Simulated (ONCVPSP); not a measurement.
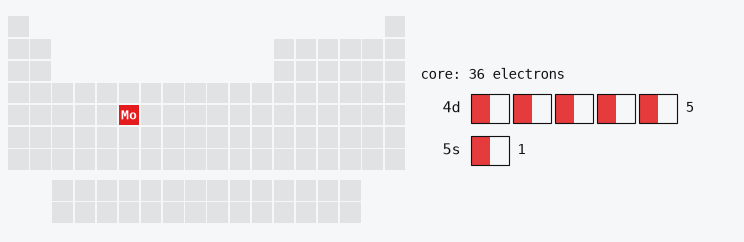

**Figure 1.** Left, the place of molybdenum in the periodic table; right, the valence shells of the reference configuration: a box for each of the 2l + 1 orbitals, shaded by the share of the shell that is filled, with the electron count at the right.

## Run report: Mo, pseudopotential generation

System: molybdenum (Mo, Z = 42), core [Kr], reference valence 4d5 5s1, valence charge 6.
Method: ONCV potential, LDA (Perdew-Wang 92), fully relativistic, made with ONCVPSP 4.0.1.

Input file:
```
# ATOM AND REFERENCE CONFIGURATION
# atsym  z   nc   nv     iexc    psfile
  Mo 42.00    8    2  -001012      upf
#
#   n    l    f
    1    0    2.00
    2    0    2.00
    2    1    6.00
    3    0    2.00
    3    1    6.00
    3    2   10.00
    4    0    2.00
    4    1    6.00
    4    2    5.00
    5    0    1.00
#
# PSEUDOPOTENTIAL AND OPTIMIZATION
# lmax
    2
#
#   l,   rc,      ep,       ncon, nbas, qcut
    0    1.25    0.00    5    8    6.10
    1    1.75    0.13    4    7    4.60
    2    1.85    0.00    4    9    7.30
#
# LOCAL POTENTIAL
# lloc, lpopt,  rc(5),   dvloc0
    4    5    1.10    0.00
#
# VANDERBILT-KLEINMAN-BYLANDER PROJECTORs
# l, nproj, debl
    0    2    2.80
    1    2    0.70
    2    3    0.90
#
# MODEL CORE CHARGE
# icmod, fcfact, rcfact
    3    4.00    1.75
#
# LOG DERIVATIVE ANALYSIS
# epsh1, epsh2, depsh
   -2.00    5.00    0.02
#
# OUTPUT GRID
# rlmax, drl
    6.00    0.01
#
# TEST CONFIGURATIONS
# ncnf
    4
# nvcnf
#   n    l    f
    2
    4    2    5.00
    5    0    0.00
#
    2
    4    2    4.00
    5    0    0.00
#
    2
    4    2    3.00
    5    0    0.00
#
    2
    4    2    4.00
    5    0    1.00
#
```

Run as:
```bash
oncvpspr.x < Mo.dat > Mo.out
```

Log (extracts):
```
ONCVPSP  (Optimized Norm-Conservinng Vanderbilt PSeudopotential)
relativistic version 4.0.1

#   n    l    f        energy (Ha)
    1    0    2.00    -7.2710927D+02
    2    0    2.00    -1.0269816D+02
    2    1    6.00    -9.0634002D+01    -9.4543441D+01
    3    0    2.00    -1.7460652D+01
    3    1    6.00    -1.3711249D+01    -1.4355568D+01
    3    2   10.00    -8.0779304D+00    -8.2000420D+00
    4    0    2.00    -2.3664107D+00
    4    1    6.00    -1.3882150D+00    -1.4811090D+00
    4    2    5.00    -1.4157519D-01    -1.4912270D-01
    5    0    1.00    -1.5882645D-01

Reference configufation results
  iterations    26
  all-electron total energy (Ha)   -4.04500099D+03

Begin loop to  construct optimized pseudo wave functions
and semi-local pseudopoentials for all angular momenta

   Wellstate for l =  0  n =  6 kap= -1
     eigenvalue =   2.6412
     asymptotic potential =   3.1412
     half-point radius =  2.6647

Calculating optimized projector #   1

 for l=   0

    Fraction of norm inside rc  0.036023
    Optimizing pswf for qcut=   6.09 a_B^-1,  ecut=  18.54 Ha
    Residual kinetic energy error=  2.77D-03 Ha

    Energy error per electron        Cutoff
         Ha          eV             Ha
         0.01000     0.27211       14.15
         0.00100     0.02721       33.85
         0.00010     0.00272       87.71
         0.00001     0.00027      106.58

Calculating optimized projector #   2

 for l=   0

    Fraction of norm inside rc  0.055871
    Optimizing pswf for qcut=   6.09 a_B^-1,  ecut=  18.54 Ha
    Residual kinetic energy error=  1.24D-02 Ha

    Energy error per electron        Cutoff
         Ha          eV             Ha
         0.01000     0.27211       19.24
         0.00100     0.02721       43.63
         0.00010     0.00272       87.29
         0.00001     0.00027      142.16

   Wellstate for l =  1  n =  5 kap= -2
     eigenvalue =   0.1300
     asymptotic potential =   0.6300
     half-point radius =  4.7350

   Wellstate for l =  1  n =  6 kap= -2
     eigenvalue =   0.8300
     asymptotic potential =   1.3300
     half-point radius =  5.1385

Calculating optimized projector #   1

 for l=   1

    Fraction of norm inside rc  0.062782
    Optimizing pswf for qcut=   4.59 a_B^-1,  ecut=  10.56 Ha
    Residual kinetic energy error=  4.21D-02 Ha
 ERROR pspot:  first pseudo wave function has node,          program will stop
 ERROR pspot: try changing psp parameters for this l
```

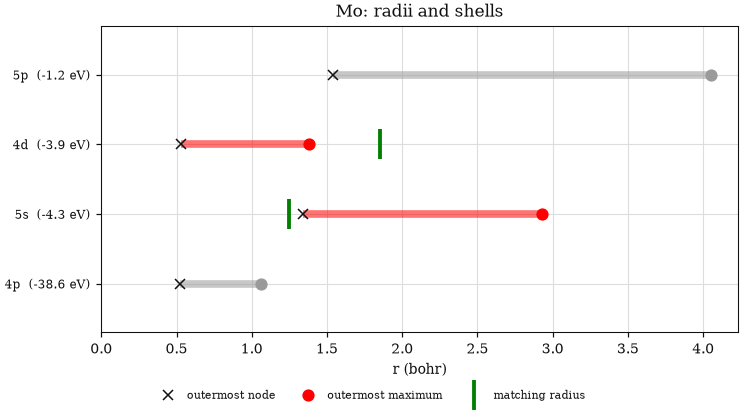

**Figure 2.** Outer shells of the all-electron reference atom: each bar runs from the outermost node (or the nucleus) to the outermost maximum of u(r); the tick is the radius chosen for the pseudo-wave. Shells without a tick have no pseudo-wave of their own. Levels, nodes and maxima are from ld1.x, scalar-relativistic.

- Radii against the shells: 5s: 1.25 bohr, inside the outermost node; 4d: 1.85 bohr, outside the maximum.

Outcome:

```tsv
quantity	value
outcome	ended with an error
hardware	1 CPU thread, shared host
wall time	0.9 s
```

What went wrong:

The generator stopped with the message “ERROR pspot: first pseudo wave function has node, program will stop”. In words: the optimised pseudo-wave of the first projector has a node, so the radial equation cannot be inverted for a potential. The 5s radius (1.250 bohr) lies inside the outermost all-electron node (1.342 bohr). It was at work on the p channel when it stopped.
